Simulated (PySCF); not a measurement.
## NMR shielding calculation, with input and output: C$_{5}$H$_{2}$FNO

System: C$_{5}$H$_{2}$FNO.
Method: GIAO HCTH407/def2-TZVP NMR shielding, non-relativistic, gas phase (PySCF 2.14.0).

Some settings of this run were made unusual or wrong on purpose. The geometry comes from this level: GFN2-xTB. Figures and captions count atoms from 1; the log counts them from 0 in places.

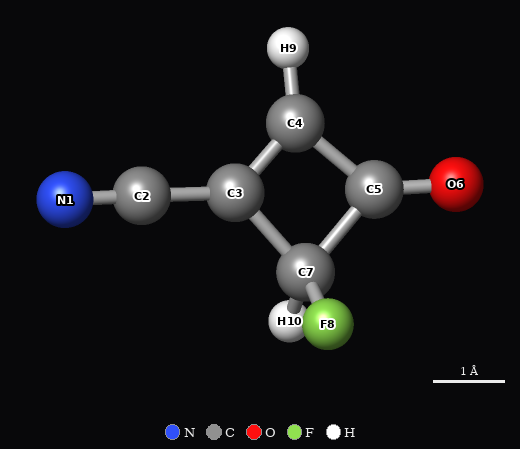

The structure as given in the input (ball-and-stick view, seen at a tilt; atoms are numbered from 1 in the order of the input). Bond lengths as drawn: C–C 1.35 to 1.56 Å, C–F 1.36 Å, C–H 1.07 to 1.09 Å, C–N 1.15 Å and C–O 1.19 Å.

Input file:
```
{"job": {"kind": "nmr", "xc": "HCTH407", "basis": "def2-TZVP", "pop": true, "scf": {"guess": "1e", "max_cycle": 55}, "grid": 0}, "charge": 0, "multiplicity": 1}
N      3.109405    -0.110228    -0.578157
C      1.992264     0.012519    -0.350075
C      0.628865     0.137832    -0.066764
C     -0.197760     1.174494     0.202321
C     -1.392449     0.308380     0.268272
O     -2.566667     0.451455     0.389366
C     -0.460425    -0.925088     0.032979
F     -0.692088    -1.636354    -1.106411
H     -0.040261     2.229815     0.327867
H     -0.372002    -1.638172     0.858075
```

The first line tells a small driver script what to run in PySCF; the rest is the geometry in Å.

Run as:
```bash
OMP_NUM_THREADS=1 python <driver script> task.json out
```

Log:
```
final grid: 9904 points
cycle   1  E = -135.0742066257  dE =  1.963e+02  |g| = 2.668e+01  |ddm| = 1.231e+03
cycle   2  E = -205.8167748758  dE = -7.074e+01  |g| = 2.010e+01  |ddm| = 1.229e+03
cycle   3  E = -317.2478655831  dE = -1.114e+02  |g| = 1.741e+01  |ddm| = 1.179e+02
cycle   4  E = -377.3409649811  dE = -6.009e+01  |g| = 9.853e+00  |ddm| = 7.561e+02
cycle   5  E = -367.3613256194  dE =  9.980e+00  |g| = 1.300e+01  |ddm| = 7.626e+02
cycle   6  E = -419.6247795798  dE = -5.226e+01  |g| = 2.944e+00  |ddm| = 4.071e+01
cycle   7  E = -404.4263038993  dE =  1.520e+01  |g| = 6.444e+00  |ddm| = 2.451e+01
cycle   8  E = -420.9667070040  dE = -1.654e+01  |g| = 1.577e+00  |ddm| = 2.488e+01
cycle   9  E = -420.9792970807  dE = -1.259e-02  |g| = 1.650e+00  |ddm| = 3.694e+00
cycle  10  E = -421.4903341574  dE = -5.110e-01  |g| = 4.491e-01  |ddm| = 3.075e+00
cycle  11  E = -421.5199530436  dE = -2.962e-02  |g| = 3.038e-01  |ddm| = 9.861e-01
cycle  12  E = -421.5415601429  dE = -2.161e-02  |g| = 9.700e-02  |ddm| = 3.760e-01
cycle  13  E = -421.5437888020  dE = -2.229e-03  |g| = 2.568e-02  |ddm| = 1.508e-01
cycle  14  E = -421.5439253687  dE = -1.366e-04  |g| = 9.642e-03  |ddm| = 3.556e-02
cycle  15  E = -421.5439430695  dE = -1.770e-05  |g| = 2.700e-03  |ddm| = 1.104e-02
cycle  16  E = -421.5439441405  dE = -1.071e-06  |g| = 1.561e-03  |ddm| = 5.618e-03
cycle  17  E = -421.5439446395  dE = -4.990e-07  |g| = 3.973e-04  |ddm| = 2.674e-03
cycle  18  E = -421.5439446843  dE = -4.482e-08  |g| = 5.379e-05  |ddm| = 7.325e-04
cycle  19  E = -421.5439446849  dE = -5.623e-10  |g| = 2.245e-05  |ddm| = 9.063e-05
converged SCF energy = -421.5439446849

GIAO shielding tensors (ppm)
atom      isotropic    diamagn.    paramagn.     s11        s22        s33       span
  0 N      -89.100     344.829    -433.929   -219.521   -181.125    133.346    352.868
  1 C       71.710     262.718    -191.008    -34.253    -29.909    279.293    313.546
  2 C       35.017     238.633    -203.616    -87.431     34.259    158.223    245.655
  3 C       34.554     261.755    -227.200    -69.430     42.848    130.245    199.674
  4 C        1.256     245.138    -243.882    -78.128     -1.520     83.414    161.542
  5 O     -262.314     396.003    -658.318   -807.480   -288.515    309.051   1116.531
  6 C       76.211     245.401    -169.189     42.171     86.208    100.255     58.084
  7 F      347.817     466.366    -118.549    313.331    346.261    383.858     70.527
  8 H       24.893      31.013      -6.120     21.593     24.877     28.209      6.616
  9 H       25.629      29.131      -3.502     23.413     25.320     28.154      4.741
```

What the run reported:

```csv
quantity,value
outcome,converged
total energy,−421.543945 hartree
HOMO,−6.89 eV
LUMO,−4.37 eV
dipole moment,1.90 D
"isotropic shielding, N",−89.1 ppm
"isotropic shielding, C",1.3 to 76.2 ppm
"isotropic shielding, O",−262.3 ppm
"isotropic shielding, F",347.8 ppm
"isotropic shielding, H",24.9 to 25.6 ppm
hardware,"1 CPU thread, shared host"
wall time,61 s
peak memory,0.76 GiB
```

What went wrong:

Some settings of this run were drawn to be unusual or wrong; see grid = 0. It converged; results that depend on the unusual settings are not reference values.
